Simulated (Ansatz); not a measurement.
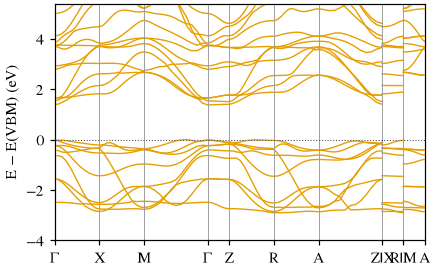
Fig. 1. Band structure from PBE in the plane-wave PAW code Ansatz

**Question.** Read off the gap and where the band edges lie.

**Answer.** About 1.4 eV (1.38 eV by a search for the band edges); maximum on the M–Γ line, 64 % of the way from M, minimum at Γ.

**Question.** Which of these materials gives this?
(A) AlGa3As4, P-4m2 (Pearson symbol tP8)
(B) BaSrTi2O6, P4mm (Pearson symbol tP10)
(C) Ba2Ti2N3F3, P-4m2 (Pearson symbol tP10)
(D) BaTiO3, P4mm (Ba on 1b, Ti on 1a, O on 2c, O on 1a)

**Answer.** C, Ba2Ti2N3F3, P-4m2 (Pearson symbol tP10)

The start of the workflow was typed in or built on a structure type; neither database checked (COD, Materials Project) lists it. Its standing as an ambient phase is unchecked. The PBE relaxation kept the symmetry of its start; its stability against distortions is not shown here. The workflow began spin-polarised and lost its moments. Spin–orbit coupling is left out wherever it is not named.

Potentials: the earlier of the program's two PAW sets.
